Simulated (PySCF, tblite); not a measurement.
**C₄H₁₀BO₃ radical: geometry, infrared bands and EPR parameters**

Wanted: the infrared bands and EPR parameters of C₄H₁₀BO₃ radical (`CCB(O)OCC[O]`), by calculation.

Computed with tblite 0.8.0 and PySCF 2.14.0, with density-fitted response routines of our own, on a single molecule in the gas phase. Atoms are numbered from 0 throughout.

### 1 The starting structure

18 atoms, charge 0, multiplicity 2; geometry from: force field or distance geometry start.

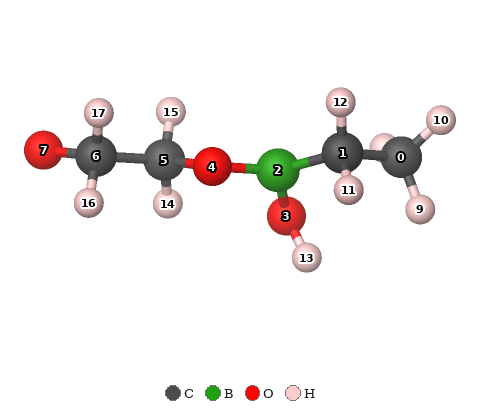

As it starts; carbon dark grey, boron green, oxygen red, hydrogen pink, atoms numbered; sticks join atoms by distance.

### 2 Relaxing the molecule with GFN2-xTB

The job: settings as JSON, then the geometry in Å.

```
{"job": {"kind": "relax", "xc": "GFN2-xTB", "basis": "xTB"}, "charge": 0, "multiplicity": 2}
C     -2.905800    -0.011600    -0.386000
C     -1.754100    -0.858800     0.037300
B     -0.460600     0.065500     0.067200
O     -0.663000     1.490700     0.362200
O      0.836600    -0.505400     0.375900
C      1.837800     0.337000    -0.116100
C      3.185100    -0.288700     0.218600
O      4.272500     0.462800    -0.205100
H     -2.524200     0.841500    -0.991200
H     -3.361900     0.430400     0.531500
H     -3.654500    -0.560600    -1.000800
H     -1.955800    -1.268400     1.067300
H     -1.657700    -1.697300    -0.667900
H     -1.139600     1.545600     1.232800
H      1.726800     1.370700     0.333800
H      1.791600     0.376200    -1.226200
H      3.246700    -0.394700     1.332300
H      3.171300    -1.328600    -0.226500
```

The run is started by

```console
OMP_NUM_THREADS=1 python probes_run.py task.json out
```

The driver reads the jobs from task.json and runs them one after another.

The log of the run:

```text
step      E/eV     max force
  0    -735.28950    3.190
  1    -735.80810    2.071
  2    -736.01843    1.368
  3    -736.11741    0.878
  4    -736.20427    0.705
  5    -736.26634    0.914
  6    -736.37143    1.390
  7    -736.45799    1.156
  8    -736.55215    0.751
  9    -736.60464    0.610
 10    -736.64740    0.464
 11    -736.66411    0.853
 12    -736.68020    0.499
 13    -736.69271    0.301
 14    -736.70640    0.181
 15    -736.71061    0.149
 16    -736.71526    0.147
 17    -736.71781    0.115
 18    -736.72096    0.111
 19    -736.72404    0.113
 20    -736.72763    0.124
 21    -736.73162    0.139
 22    -736.73626    0.159
 23    -736.74125    0.153
 24    -736.74629    0.151
 25    -736.75103    0.174
 26    -736.75558    0.199
 27    -736.76033    0.175
 28    -736.76539    0.161
 29    -736.77063    0.211
 30    -736.77627    0.295
 31    -736.78140    0.234
 32    -736.78456    0.138
 33    -736.78748    0.156
 34    -736.79075    0.226
 35    -736.79400    0.257
 36    -736.79645    0.134
 37    -736.79833    0.096
 38    -736.79997    0.135
 39    -736.80205    0.147
 40    -736.80380    0.110
 41    -736.80567    0.123
 42    -736.80759    0.117
 43    -736.80973    0.114
 44    -736.81157    0.092
 45    -736.81290    0.099
 46    -736.81377    0.077
 47    -736.81437    0.064
 48    -736.81484    0.046
 49    -736.81521    0.034
 50    -736.81539    0.036
 51    -736.81560    0.036
 52    -736.81578    0.030
 53    -736.81594    0.028
 54    -736.81610    0.029
 55    -736.81626    0.030
 56    -736.81642    0.031
 57    -736.81657    0.029
 58    -736.81672    0.033
 59    -736.81691    0.035
 60    -736.81711    0.032
 61    -736.81728    0.024
 62    -736.81739    0.023
 63    -736.81749    0.029
 64    -736.81760    0.029
 65    -736.81772    0.025
 66    -736.81782    0.024
 67    -736.81790    0.021
 68    -736.81798    0.029
 69    -736.81808    0.026
 70    -736.81816    0.018
 71    -736.81822    0.016
 72    -736.81828    0.024
 73    -736.81839    0.040
 74    -736.81857    0.053
 75    -736.81881    0.053
 76    -736.81903    0.038
 77    -736.81922    0.029
 78    -736.81939    0.034
 79    -736.81961    0.036
 80    -736.81982    0.028
 81    -736.81997    0.024
 82    -736.82008    0.026
 83    -736.82018    0.025
 84    -736.82028    0.028
 85    -736.82037    0.020
 86    -736.82042    0.015
 87    -736.82048    0.014
 88    -736.82052    0.015
 89    -736.82058    0.016
 90    -736.82063    0.015
 91    -736.82067    0.018
 92    -736.82071    0.018
 93    -736.82077    0.018
 94    -736.82084    0.024
 95    -736.82093    0.024
 96    -736.82101    0.019
 97    -736.82107    0.017
 98    -736.82112    0.016
 99    -736.82117    0.022
100    -736.82122    0.016
101    -736.82126    0.014
102    -736.82128    0.009
```

Run time: 0.47 s. Hardware: 1 thread of Arm Neoverse V2, shared host.

Relaxation path: (not every step is listed)

```csv
step,energy from step 0 (eV),largest force (eV/Å)
0,0.0000,3.1902
1,-0.5186,2.0710
2,-0.7289,1.3679
3,-0.8279,0.8777
4,-0.9148,0.7052
5,-0.9768,0.9138
6,-1.0819,1.3900
7,-1.1685,1.1557
8,-1.2627,0.7509
16,-1.4258,0.1470
24,-1.4568,0.1508
32,-1.4951,0.1382
40,-1.5143,0.1100
48,-1.5253,0.0456
56,-1.5269,0.0310
64,-1.5281,0.0289
72,-1.5288,0.0244
80,-1.5303,0.0279
88,-1.5310,0.0147
96,-1.5315,0.0193
97,-1.5316,0.0173
98,-1.5316,0.0158
99,-1.5317,0.0224
100,-1.5317,0.0164
101,-1.5318,0.0141
102,-1.5318,0.0094
```

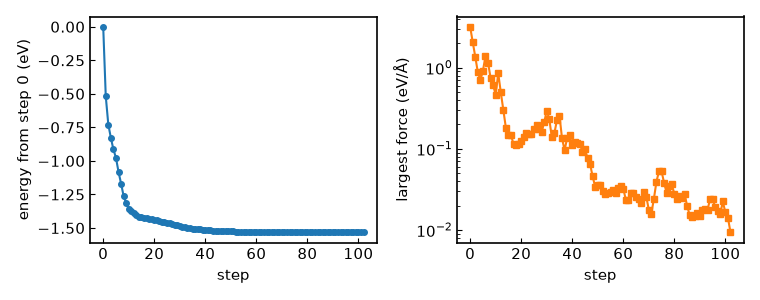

Energy and largest force along the relaxation.

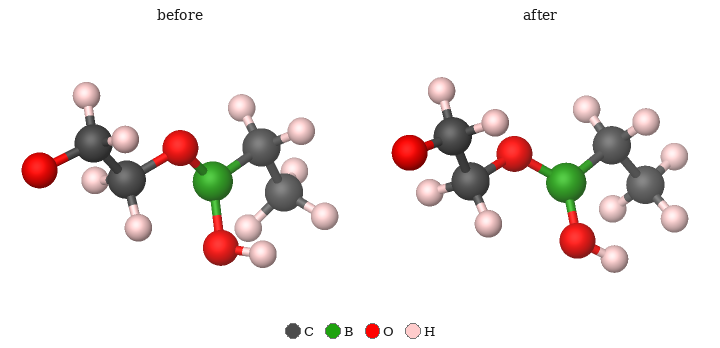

Before and after, at one scale.

Distances of close pairs at the start and the end, largest changes first:

```csv
bond,before (Å),after (Å),change (Å)
B2–O3,1.469,1.359,-0.110
B2–O4,1.451,1.353,-0.097
C6–O7,1.388,1.304,-0.084
C0–C1,1.491,1.532,+0.041
O3–H13,0.994,0.956,-0.038
C5–H14,1.133,1.095,-0.038
C1–H11,1.127,1.093,-0.033
C0–H9,1.116,1.089,-0.026
```

The end geometry stands in the next job.

### 3 Harmonic vibrations with GFN2-xTB

The job: settings as JSON, then the geometry in Å.

```
{"job": {"kind": "ir", "xc": "GFN2-xTB", "basis": "xTB"}, "charge": 0, "multiplicity": 2}
C     -2.998398    -0.095602    -0.263906
C     -1.666203    -0.794828     0.024613
B     -0.409403     0.197489     0.126117
O     -0.479472     1.449801     0.650046
O      0.778929    -0.267932    -0.323222
C      1.966233     0.494914    -0.285236
C      3.107722    -0.358171     0.285359
O      4.302538     0.163891     0.312771
H     -2.941916     0.464247    -1.194960
H     -3.261287     0.595782     0.535932
H     -3.802817    -0.822889    -0.351473
H     -1.761786    -1.345188     0.964342
H     -1.480971    -1.542363    -0.746136
H     -1.345770     1.728780     0.941538
H      1.830933     1.396308     0.321768
H      2.219987     0.804382    -1.306721
H      2.813059    -0.721160     1.304868
H      3.119865    -1.341142    -0.256637
```

The log of the run:

```text
mode    cm-1     km/mol
  1     -28.1      1.99
  2     -18.3      0.16
  3      65.6     16.83
  4      79.8      2.10
  5     179.3      4.83
  6     201.4      0.25
  7     237.1      5.38
  8     289.4      6.77
  9     320.1     20.78
 10     454.6     18.34
 11     506.2      3.01
 12     528.5     19.56
 13     536.6     83.30
 14     551.3    153.66
 15     747.2     13.28
 16     776.3     54.24
 17     837.8      4.34
 18     934.5    181.92
 19     987.8      7.65
 20     995.0      9.94
 21    1015.1     27.58
 22    1045.9     12.23
 23    1067.7      2.66
 24    1086.9      0.58
 25    1172.1     67.87
 26    1191.2     80.03
 27    1213.4    226.83
 28    1223.6     99.94
 29    1233.1     33.26
 30    1267.2    308.64
 31    1293.7     29.87
 32    1318.6    118.58
 33    1344.2     70.96
 34    1413.9      0.39
 35    1435.2      8.20
 36    1485.8      2.40
 37    1508.4      2.80
 38    1514.3      3.09
 39    2529.0      9.95
 40    2636.9     10.59
 41    2903.8     15.44
 42    2933.3     20.47
 43    2963.1     34.94
 44    3003.6     15.15
 45    3016.6     71.49
 46    3026.4     46.42
 47    3034.4     34.96
 48    3647.2     31.89
```

Wall time 0.42 s (1 thread of Arm Neoverse V2, shared host).

Which atoms move in the most intense modes:

```csv
cm⁻¹,km/mol,atoms
537,83.3,"H13 24 %, H16 18 %, C6 17 %, H17 15 %"
551,153.7,"H13 26 %, H16 13 %, H17 13 %, C6 12 %"
934,181.9,"H13 61 %, O4 11 %"
1191,80.0,"H17 31 %, H16 27 %, C6 21 %, O7 15 %"
1213,226.8,"B2 51 %, O3 13 %"
1224,99.9,"H16 31 %, H17 30 %, C6 14 %"
1267,308.6,"B2 39 %, O4 14 %, H11 11 %"
1319,118.6,"H12 23 %, B2 19 %, C1 17 %"
```

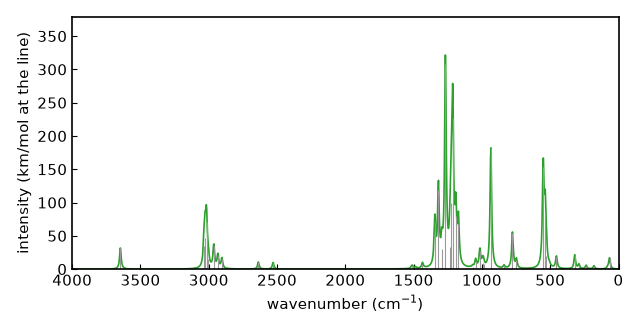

The infrared spectrum from these modes, unscaled. Lines are broadened to a width of 14 cm⁻¹ (Lorentzian).

### 4 EPR parameters: B3LYP/pcH-1

The job, as its differences from that of step 3:

```diff
@@ -1,2 +1,2 @@
-{"job": {"kind": "ir", "xc": "GFN2-xTB", "basis": "xTB"}, "charge": 0, "multiplicity": 2}
+{"job": {"kind": "epr", "basis": "pcH-1"}, "charge": 0, "multiplicity": 2}
 C     -2.998398    -0.095602    -0.263906
```

Level: UKS B3LYP, pcH-1 on B C H O, non-relativistic, mean-field spin-orbit, GIAO.

The log of the run:

```text
UKS, coarse grid
  cycle   1  E = -408.76357287  |g| = 8.22e-01
  cycle   2  E = -408.34351622  |g| = 1.37e+00
  cycle   3  E = -409.03204839  |g| = 1.10e-01
  cycle   4  E = -409.03520719  |g| = 9.48e-02
  cycle   5  E = -409.03878054  |g| = 2.22e-02
  cycle   6  E = -409.03897278  |g| = 1.17e-02
  cycle   7  E = -409.03904126  |g| = 3.40e-03
  cycle   8  E = -409.03904829  |g| = 1.77e-03
  cycle   9  E = -409.03904985  |g| = 6.86e-04
UKS, final grid
  cycle   1  E = -409.03901371  |g| = 9.12e-04
  cycle   2  E = -409.03901468  |g| = 1.39e-03
  cycle   3  E = -409.03901573  |g| = 3.93e-04
  cycle   4  E = -409.03901723  |g| = 3.79e-04
  cycle   5  E = -409.03902154  |g| = 2.29e-04
  cycle   6  E = -409.03902246  |g| = 1.09e-04
  cycle   7  E = -409.03902258  |g| = 4.52e-05
  cycle   8  E = -409.03902259  |g| = 1.85e-05
  cycle   9  E = -409.03902259  |g| = 8.69e-06
E = -409.03902259 Eh   <S^2> = 0.7540 (exact 0.7500)
g shifts (ppm)      1          2          3
  rmc          -270       -270       -270
  gc            -13         15         42
  oz_so          15       5680      43417
  total        -268       5425      43189
hyperfine (MHz)  atom isotope    a_iso     a_fc   dipolar eigenvalues
    0   13C      -0.00      -0.00     -0.06     -0.06      0.11
    1   13C      -0.04      -0.04     -0.11     -0.10      0.21
    2   11B      -0.01      -0.01     -0.30     -0.26      0.56
    3   17O      -0.19      -0.19     -0.20      0.09      0.11
    4   17O       0.70       0.70     -0.32     -0.06      0.38
    5   13C      -8.23      -8.23     -1.09     -0.65      1.74
    6   13C     -46.33     -46.33     -8.33      3.94      4.39
    7   17O     -49.10     -49.10   -254.39    126.52    127.87
    8    1H      -0.00      -0.00     -0.21     -0.21      0.42
    9    1H       0.00       0.00     -0.20     -0.20      0.40
   10    1H      -0.00      -0.00     -0.16     -0.16      0.32
   11    1H      -0.02      -0.02     -0.39     -0.38      0.77
   12    1H      -0.01      -0.01     -0.42     -0.41      0.83
   13    1H       0.09       0.09     -0.41     -0.40      0.82
   14    1H       2.74       2.74     -3.19     -2.74      5.94
   15    1H       1.77       1.77     -3.40     -2.82      6.21
   16    1H     252.25     252.25     -8.66     -4.02     12.68
   17    1H     281.36     281.36     -8.81     -4.09     12.90
```

It took 81 s on 1 thread of Arm Neoverse V2, shared host; peak memory 0.97 GiB.

Principal g values 2.00205, 2.00774, 2.04551; g(iso) = 2.01843, against 2.00232 for a free electron. They are not to be trusted: the run shows nearly degenerate orbitals, where second-order g theory doesn't apply.

Mean a(iso) over the nuclei that a row names, and the largest dipolar term of the row (other rows stand at the frozen geometry):

```csv
nuclei,isotope,a(iso) (MHz),"a(iso) (G, at g = 2.0023)",largest dipolar term (MHz)
"H16, H17",1H,266.8,95.2,12.9
O7,17O,-49.1,-17.5,-254.4
C6,13C,-46.3,-16.5,-8.3
C5,13C,-8.2,-2.9,1.7
"H14, H15",1H,2.3,0.8,6.2
O4,17O,0.7,0.3,0.4
O3,17O,-0.2,-0.1,-0.2
H13,1H,0.1,0.0,0.8
C1,13C,0.0,0.0,0.2
"H11, H12",1H,0.0,0.0,0.8
B2,11B,0.0,0.0,0.6
C0,13C,0.0,0.0,0.1
"H8, H9, H10",1H,0.0,0.0,0.4
```

Mulliken spin populations:

C0 0.00; C1 0.00; B2 0.00; O3 0.00; O4 0.00; C5 0.00; C6 -0.08; O7 0.84; H8 0.00; H9 0.00; H10 0.00; H11 0.00; H12 0.00; H13 0.00; H14 0.00; H15 0.00; H16 0.11; H17 0.12

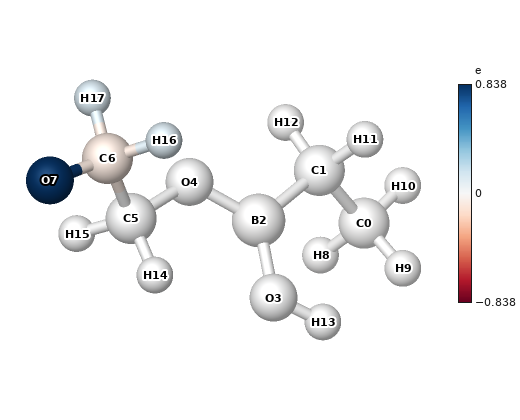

Mulliken spin populations, as colours on the atoms.

The fields below are evaluated on a grid from the run's orbitals.

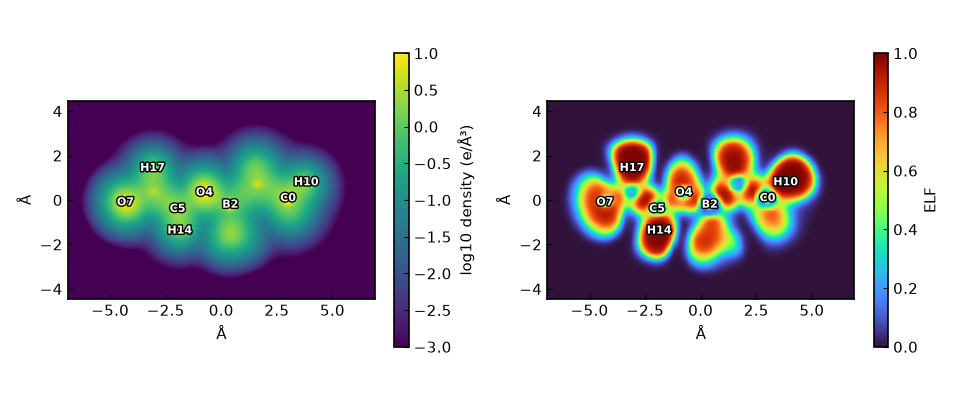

Density (left) and ELF (right) in a plane through or near 8 of the atoms.

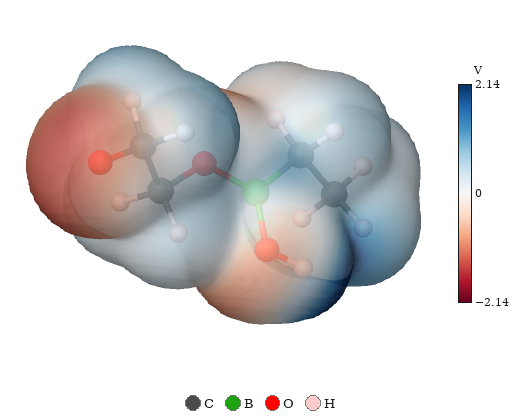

The potential that a unit positive charge feels on the 0.002 e/bohr³ surface, from -1.36 V near O7 to 2.14 V near H13.

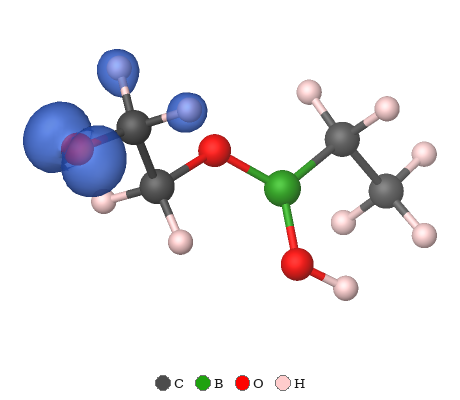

Spin density at ±0.1 e/Å³ (alpha excess blue, beta excess red).

### 5 What came out

| quantity | value |
| --- | --- |
| strongest single infrared mode (GFN2-xTB) | 1267 cm⁻¹, 309 km/mol |
| zero-point energy (GFN2-xTB) | 88.3 kcal/mol |
| g(iso) (B3LYP) | 2.01843 |
| ⟨S²⟩ | 0.754 (exact 0.75) |
| largest a(iso) (averaged by class) | 1H on H16, H17, 266.8 MHz |
| potential on the surface of density 0.002 e/bohr³, 1st and 99th percentile | -1.36 V and 2.14 V |
| property runs in this session | 1, of which 0 failed and 1 gave unsound results |

In words: Relaxing lowered the energy by 1.532 eV in 102 steps; the close pair that moved most is B2–O3, from 1.469 to 1.359 Å. The lowest mode is imaginary (28i cm⁻¹), so the xTB geometry is not a minimum: the zero-point energy counts the real modes alone, and all values at this geometry belong to a saddle point. The strongest single mode, at 1267 cm⁻¹, has its largest shares on B2, O4 and H11 (the list is cut at 3 atoms). Unscaled tight-binding wavenumbers are off by several per cent, some by more. Its intensities can rank the bands wrongly. Most of the unpaired spin sits on O7 (0.84 e). The isotropic g lies 16.1 ppt above the free-electron value. These values are not to be trusted: the run shows nearly degenerate orbitals, where second-order g theory doesn't apply. These values are for one conformer; the search (at its own cheap level) found 2 more, at 0.73, 3.46 kcal/mol, and measured spectra average over such forms.
